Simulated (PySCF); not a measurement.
**Sr³⁰⁺: dipole response in even-tempered 20s12p6d5f4g**

How polarisable is Sr³⁰⁺ at the levels listed below?

Program: PySCF 2.14.0. Level of theory: unrestricted determinants in a Gaussian basis, no spin-orbit coupling in the energies. These are calculated values, not measurements, unless marked.

## 1. The atom as given

```
Element     : strontium (Z = 38)
Basis       : an uncontracted even-tempered set (20 s from 8.7 bohr⁻², ratio 2.2; 12 p from 11 bohr⁻², ratio 2.2; 6 d from 52 bohr⁻², ratio 2.4; 5 f from 77 bohr⁻², ratio 2.4; 4 g from 120 bohr⁻², ratio 2.4)
Hamiltonian : scalar relativity by spin-free X2C-1e
State 1     : Sr³⁰⁺: [He] 2s2 2p4, high-spin 3P determinant
Methods     : UHF, PBE0
```

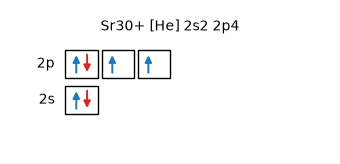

The shells outside the core, filled by Hund's rule for the drawing.

The runs were made by one driver on top of PySCF. The scripts below sum up each run's settings (the driver also hands on starting orbitals that pick excited configurations, and frozen orbitals as a list rather than a count), and the logs come from the driver's own runs. The driver starts from symmetry-adapted Hartree-Fock orbitals, holds the occupation by maximum overlap and uses a logarithmic radial grid for functionals, so a plain start would take other cycles.

The integrals over 157 functions and the set-up took 1.4 s of CPU time.

## 2. Sr³⁰⁺

UHF:

Input file input.py:

```python
from pyscf import gto, scf, dft, mp, cc
mol = gto.M(atom="Sr 0 0 0", charge=30, spin=2, symmetry="D2h",
            basis=gto.etbs([(0, 20, 8.7, 2.2), (1, 12, 11, 2.2), (2, 6, 52, 2.4), (3, 5, 77, 2.4), (4, 4, 120, 2.4)]),
            nucmod="G")
mf = scf.UHF(mol).sfx2c1e()
mf.irrep_nelec = {'Ag': (2, 2), 'B1u': (1, 0), 'B2u': (1, 1), 'B3u': (1, 0)}
mf.kernel()
```

Standard output:

```text
damping factor = 0
level_shift factor = 0
DIIS = <class 'pyscf.scf.diis.CDIIS'>
diis_start_cycle = 1
diis_space = 10
diis_damp = 0
SCF conv_tol = 1e-09
SCF conv_tol_grad = None
number electrons alpha = 5  beta = 3
cycle= 1 E= -2360.33336689348  delta_E= -0.00584  |g|= 0.0413  |ddm|= 0.0056
cycle= 2 E= -2360.33337730604  delta_E= -1.04e-05  |g|= 0.00187  |ddm|= 0.000292
cycle= 3 E= -2360.33337732902  delta_E= -2.3e-08  |g|= 8.75e-06  |ddm|= 1.51e-05
cycle= 4 E= -2360.33337732902  delta_E= -1.36e-12  |g|= 8.68e-08  |ddm|= 7.58e-08
converged SCF energy = -2360.33337732902  <S^2> = 2.0001129  2S+1 = 3.0000753
```

CPU time 41 s on a shared host, the integrals not counted.

The occupied shells:

```
shell  electrons  mean orbital energy (eV)  spread (eV)  rms radius (bohr)
 1s α          1                  -18076.4            0             0.0449
 1s β          1                  -18047.2            0             0.0449
 2s α          1                   -3915.2            0              0.179
 2s β          1                   -3855.6            0              0.179
 2p α          3                   -3700.4       20.263              0.157
 2p β          1                   -3667.2            0              0.157
```

⟨S²⟩ = 2.000, ⟨L²⟩ = 2.00.

The driver then solved the coupled dipole response at imaginary frequencies: mean α = 0.001630 bohr³ (xx, yy, zz: 0.002196, 0.0004975, 0.002196), C₆ = 3.920e-05 au for a like pair.

Spin-orbit coupling is strong in this species (close to jj coupling), so the high-spin LS determinant is a model state, not a physical level.

PBE0:

Changes to input.py:

```diff
@@ -4,3 +4,3 @@
             nucmod="G")
-mf = scf.UHF(mol).sfx2c1e()
+mf = dft.UKS(mol, xc="PBE0").sfx2c1e()
 mf.irrep_nelec = {'Ag': (2, 2), 'B1u': (1, 0), 'B2u': (1, 1), 'B3u': (1, 0)}
```

Standard output:

```text
damping factor = 0
level_shift factor = 0
DIIS = <class 'pyscf.scf.diis.CDIIS'>
diis_start_cycle = 1
diis_space = 10
diis_damp = 0
SCF conv_tol = 1e-09
SCF conv_tol_grad = None
number electrons alpha = 5  beta = 3
XC functionals = PBE0
    C. Adamo and V. Barone.,  J. Chem. Phys. 110, 6158 (1999)
    M. Ernzerhof and G. E. Scuseria.,  J. Chem. Phys. 110, 5029 (1999)
cycle= 1 E= -2360.395343867  delta_E= -0.0067  |g|= 0.0182  |ddm|= 0.00944
cycle= 2 E= -2360.39534547987  delta_E= -1.61e-06  |g|= 0.000408  |ddm|= 0.000136
cycle= 3 E= -2360.39534548081  delta_E= -9.41e-10  |g|= 1.43e-05  |ddm|= 3.6e-06
converged SCF energy = -2360.39534548081  <S^2> = 2.0000585  2S+1 = 3.000039
```

CPU time 42 s on a shared host, the integrals not counted.

The driver then solved the coupled dipole response at imaginary frequencies: mean α = 0.001617 bohr³ (xx, yy, zz: 0.002176, 0.0004999, 0.002176), C₆ = 3.876e-05 au for a like pair.

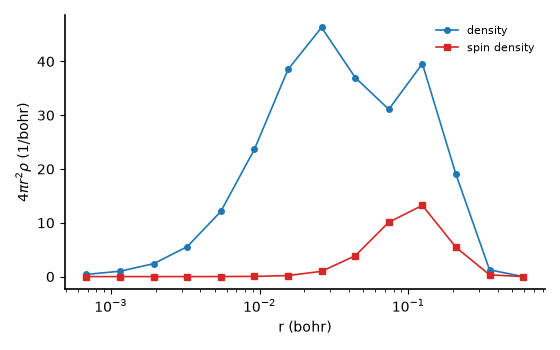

Radial density 4πr²ρ of Sr³⁰⁺ at UHF, without picture-change correction, at 14 stored radii joined by straight lines.

## 3. Polarisabilities and C₆

Sr³⁰⁺, in atomic units:

```
method    mean α  C₆ (like pair)      S(−4)
   UHF  0.001630       3.920e-05  1.846e-05
  PBE0  0.001617       3.876e-05  1.878e-05
```

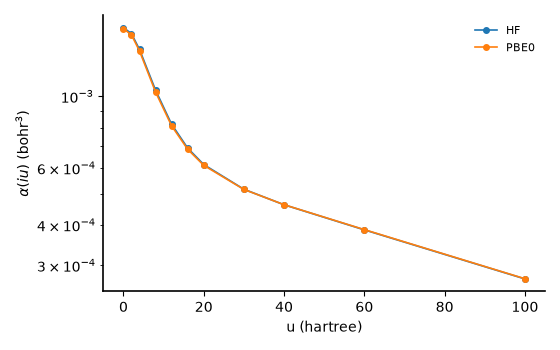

α(iu) of Sr³⁰⁺, the polarisability at imaginary frequency, on a logarithmic scale.

## 4. Summary of results

```
  quantity                                    value
α of Sr³⁰⁺  0.001617 (PBE0) to 0.001630 (UHF) bohr³
```

In words: A single London oscillator with the computed α and C₆ of Sr³⁰⁺ at UHF would have ω = 4 C₆ / (3 α²) = 19.7 hartree. All values hold for this basis alone; no basis-set limit was taken.
